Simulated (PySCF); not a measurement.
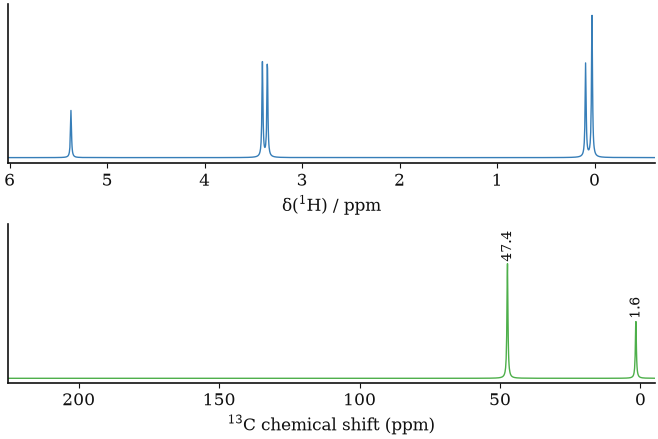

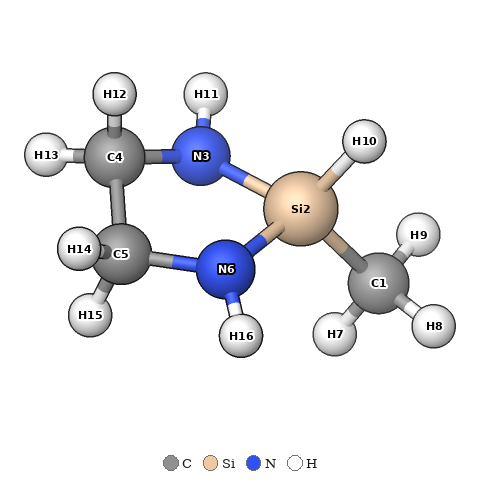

Spectrum and numbered structure of C₃H₁₀N₂Si, SMILES C[SiH]1NCCN1. GIAO shifts, PBE0/pcSseg-1, PySCF, at a GFN2-xTB geometry (no frequency check), against TMS for ¹H and TMS for ¹³C computed at the same level. Gas phase, fully decoupled, line heights follow the number of nuclei, widths are arbitrary (no quadrupolar broadening); values of one conformer, averaged over nuclei that symmetry, rotation about single bonds, ring flips or inversion at nitrogen exchange, these motions taken as fast; other conformers aren't averaged in. Protons on N, O or S are those of the isolated molecule, without hydrogen bonds to neighbours or exchange.

Question: Which atoms give which ¹H line?

Answer:
| δ (ppm) | nuclei | atoms |
| --- | --- | --- |
| 5.37 | 1 | H10 |
| 3.41 | 2 | H13, H15 |
| 3.36 | 2 | H12, H14 |
| 0.09 | 2 | H11, H16 |
| 0.03 | 3 | H7, H8, H9 |

The order of signals that lie close, as those under 0.08 ppm apart, is within the error of the method.

Question: Assign the ¹³C signals to the numbered atoms.

Answer:
| δ (ppm) | nuclei | atoms |
| --- | --- | --- |
| 47.4 | 2 | C4, C5 |
| 1.6 | 1 | C1 |

Note: the tight-binding geometry is rougher than a DFT one and adds to the error.
